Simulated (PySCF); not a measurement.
**One shape, several levels: CH8Si2 (SMILES [SiH3]C[SiH3])**

We compute a comparison of 6 runs (HF/3-21G, B3LYP/STO-3G, TPSSh/STO-3G, B3LYP/6-31G*, PBE0/def2-SVP, TPSSh/cc-pVTZ) of CH8Si2. The job is set up through a Python script.

The calculation is run with PySCF 2.14.0.

## 1. The system as given

CH8Si2: 11 atoms, total charge 0, spin state singlet. SMILES: `[SiH3]C[SiH3]`. The shape is that of a PBE0-D4/def2-TZVP optimisation.

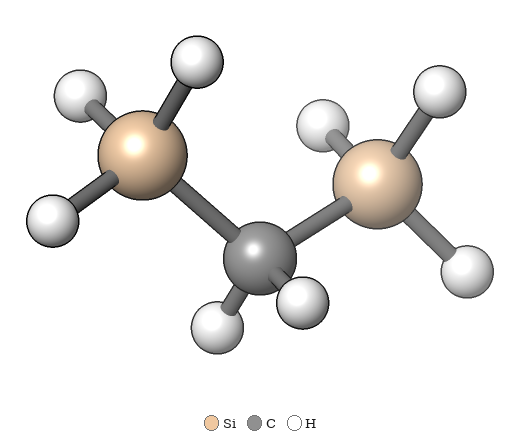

The structure, seen from a chosen angle (silicon light orange, carbon grey, hydrogen white).

## 2. Energy and forces at HF/3-21G (run 1)

The input, input.py:

```python
# [SiH3]C[SiH3]
import pyscf.grad
from pyscf import gto, scf

mol = gto.M(
    atom='''
Si    -1.158980     1.034720    -0.344660
C     -0.286340    -0.621440    -0.365590
Si     1.335180    -0.652340     0.569590
H     -2.435800     0.976800    -1.106490
H     -0.293510     2.078920    -0.955560
H     -1.463790     1.436810     1.054620
H     -0.954100    -1.377620     0.060730
H     -0.099440    -0.908830    -1.405770
H      1.110650    -0.304370     1.998260
H      2.282060     0.336720    -0.011600
H      1.964060    -1.999380     0.506460
''',
    basis='3-21g',
    max_memory=1860,
    verbose=4,
)

calc0 = scf.RHF(mol)
calc0.conv_tol = 1e-10
calc0.kernel()
if not calc0.converged:
    calc0 = calc0.newton().run(calc0.mo_coeff, calc0.mo_occ)

etot = calc0.e_tot
print(f'total energy: {etot:.8f} hartree')
grad = calc0.Gradients().kernel()
calc0.analyze()
```

Run with:

```
$ OMP_NUM_THREADS=1 python input.py
```

Log:

```text
PySCF version 2.14.0

[... 78 lines left out ...]
Nuclear Repulsion Energy =             151.529950733084775
[... 12 lines left out ...]
MO #7   energy= -4.20316399066473  occ= 2
[... 10 lines left out ...]
MO #18  energy= -0.472704141186055 occ= 2
[... 10 lines left out ...]
MO #29  energy= 0.296733492062196  occ= 0
[... 10 lines left out ...]
MO #40  energy= 1.05438246080759   occ= 0
[... 10 lines left out ...]
MO #51  energy= 2.01202978058653   occ= 0
[... 65 lines left out ...]
Dipole moment(X, Y, Z, Debye): -0.29043, -0.63044, -0.37084
```

Run time: 1.5 s. Hardware: 1 thread of Arm Neoverse V2, shared host; peak memory 0.13 GiB.

## 3. Energy and gradient at B3LYP/STO-3G (run 2)

The input, input.xyz:

```xyz
11

Si    -1.158980     1.034720    -0.344660
C     -0.286340    -0.621440    -0.365590
Si     1.335180    -0.652340     0.569590
H     -2.435800     0.976800    -1.106490
H     -0.293510     2.078920    -0.955560
H     -1.463790     1.436810     1.054620
H     -0.954100    -1.377620     0.060730
H     -0.099440    -0.908830    -1.405770
H      1.110650    -0.304370     1.998260
H      2.282060     0.336720    -0.011600
H      1.964060    -1.999380     0.506460
```

The input, job.py:

```python
# [SiH3]C[SiH3]
import pyscf.grad
from pyscf import gto, dft

system = gto.M(
    atom='input.xyz',
    verbose=4,
    spin=0,
    charge=0,
    basis='sto-3g',
    max_memory=1860,
)

ks = dft.RKS(system, xc='b3lyp')
ks.grids.level = 5
ks.conv_tol = 1e-10
ks.kernel()
if not ks.converged:
    ks = ks.newton().run(ks.mo_coeff, ks.mo_occ)

energy = ks.e_tot
print('Final energy', energy)
grad = ks.Gradients().kernel()
ks.analyze()
```

Run with:

```
$ OMP_NUM_THREADS=1 python job.py
```

Log:

```text
PySCF version 2.14.0

[... 91 lines left out ...]
Nuclear Repulsion Energy =             151.529950733084775
[... 8 lines left out ...]
MO #3   energy= -9.9391898754358   occ= 2
[... 6 lines left out ...]
MO #10  energy= -3.38721011417961  occ= 2
[... 6 lines left out ...]
MO #17  energy= -0.288492213620195 occ= 2
[... 6 lines left out ...]
MO #24  energy= 0.322586321832926  occ= 0
[... 6 lines left out ...]
MO #31  energy= 0.497417249612913  occ= 0
[... 45 lines left out ...]
Dipole moment(X, Y, Z, Debye): -0.13718, -0.29781, -0.17520
```

Run time: 8.7 s. Hardware: 1 thread of Arm Neoverse V2, shared host; peak memory 0.38 GiB.

## 4. Energy and forces at TPSSh/STO-3G (run 3)

The input, job.py:

```python
import pyscf.grad
from pyscf import gto, dft

system = gto.M(
    atom='''
Si    -1.158980     1.034720    -0.344660
C     -0.286340    -0.621440    -0.365590
Si     1.335180    -0.652340     0.569590
H     -2.435800     0.976800    -1.106490
H     -0.293510     2.078920    -0.955560
H     -1.463790     1.436810     1.054620
H     -0.954100    -1.377620     0.060730
H     -0.099440    -0.908830    -1.405770
H      1.110650    -0.304370     1.998260
H      2.282060     0.336720    -0.011600
H      1.964060    -1.999380     0.506460
''',
    verbose=3,
    spin=0,
    max_memory=1860,
    basis='sto-3g',
)

mf = dft.RKS(system, xc='tpssh')
mf.conv_tol = 1e-10
mf.grids.level = 5
mf.kernel()
if not mf.converged:
    mf = mf.newton().run(mf.mo_coeff, mf.mo_occ)

etot = mf.e_tot
print(f'total energy: {etot:.8f} hartree')
grad = mf.Gradients().kernel()
mf.analyze()
```

Run with:

```
$ OMP_NUM_THREADS=1 python job.py
```

Log:

```text
converged SCF energy = -614.783496661125
[... 10 lines left out ...]
MO #1   energy= -65.2293924834535  occ= 2
[... 5 lines left out ...]
MO #7   energy= -3.31364178558719  occ= 2
[... 5 lines left out ...]
MO #13  energy= -0.469621855697127 occ= 2
[... 5 lines left out ...]
MO #19  energy= -0.263754904377538 occ= 2
[... 5 lines left out ...]
MO #25  energy= 0.32219796983241   occ= 0
[... 5 lines left out ...]
MO #31  energy= 0.500004324767972  occ= 0
[... 12 lines left out ...]
Dipole moment(X, Y, Z, Debye): -0.12793, -0.27775, -0.16340
```

Run time: 13 s. Hardware: 1 thread of Arm Neoverse V2, shared host; peak memory 0.38 GiB.

Runs 4 to 5 aren't shown in full; the table further down has their settings and results.

## 5. Energy and forces at TPSSh/cc-pVTZ (run 6)

The input, input.py:

```python
import pyscf.grad
from pyscf import gto, dft

mol = gto.M(
    atom=[
    ('Si', (-1.158980, 1.034720, -0.344660)),
    ('C', (-0.286340, -0.621440, -0.365590)),
    ('Si', (1.335180, -0.652340, 0.569590)),
    ('H', (-2.435800, 0.976800, -1.106490)),
    ('H', (-0.293510, 2.078920, -0.955560)),
    ('H', (-1.463790, 1.436810, 1.054620)),
    ('H', (-0.954100, -1.377620, 0.060730)),
    ('H', (-0.099440, -0.908830, -1.405770)),
    ('H', (1.110650, -0.304370, 1.998260)),
    ('H', (2.282060, 0.336720, -0.011600)),
    ('H', (1.964060, -1.999380, 0.506460)),
],
    charge=0,
    verbose=4,
    basis='cc-pvtz',
    max_memory=1860,
)

mf = dft.RKS(mol, xc='tpssh')
mf.grids.level = 5
mf.conv_tol = 1e-10
mf.kernel()
if not mf.converged:
    mf = mf.newton().run(mf.mo_coeff, mf.mo_occ)

e_tot = mf.e_tot
print('E(%s) = %.9f' % ('TPSSH', e_tot))
grad = mf.Gradients().kernel()
dip = mf.dip_moment()
pop, q = mf.mulliken_pop()
```

Run with:

```
$ OMP_NUM_THREADS=1 python input.py
```

Log:

```text
PySCF version 2.14.0

[... 78 lines left out ...]
converged SCF energy = -621.989549633604
[... 13 lines left out ...]
Dipole moment(X, Y, Z, Debye): -0.32058, -0.69587, -0.40930
[... 222 lines left out ...]
charge of   10H =     -0.05951
```

Wall time 5.5 min (1 thread of Arm Neoverse V2, shared host); peak memory 1.7 GiB.

## 6. All runs side by side

```tsv
run	level	integration grid	energy (Eh)	dipole moment (D)	HOMO energy (eV)	LUMO energy (eV)	wall time
1	HF/3-21G	–	-617.077322	0.79	-11.73	4.23	1.5 s
2	B3LYP/STO-3G	5	-614.742823	0.37	-6.56	7.50	8.7 s
3	TPSSh/STO-3G	5	-614.783497	0.35	-6.20	7.34	13 s
4	B3LYP/6-31G* (spherical functions)	5	-621.900708	0.88	-8.45	0.58	22 s
5	PBE0/def2-SVP	5	-621.380874	0.86	-8.81	0.72	27 s
6	TPSSh/cc-pVTZ	5	-621.989550	0.87	-8.16	0.11	5.5 min
```

## 7. Results

| quantity | value |
| --- | --- |
| run 6: total energy | -621.98955 Eh |
| run 6: dipole moment | 0.87 D |
| run 6: HOMO energy | -8.16 eV |
| run 6: LUMO energy | 0.11 eV |
| run 6: HOMO–LUMO gap | 8.27 eV |
| run 6: largest force on an atom | 0.268 eV/Å |

In words: The dipole moment (its size) runs from 0.35 D (TPSSh/STO-3G) to 0.88 D (B3LYP/6-31G*). The two ends differ in method and basis. The HOMO–LUMO gap runs from 8.27 eV (TPSSh/cc-pVTZ) to 15.96 eV (HF/3-21G). Totals of different functionals can't be ranked against each other. In runs 2, 3 the basis is minimal, so the values are rough. All runs together took 6.7 min, the longest 5.5 min.
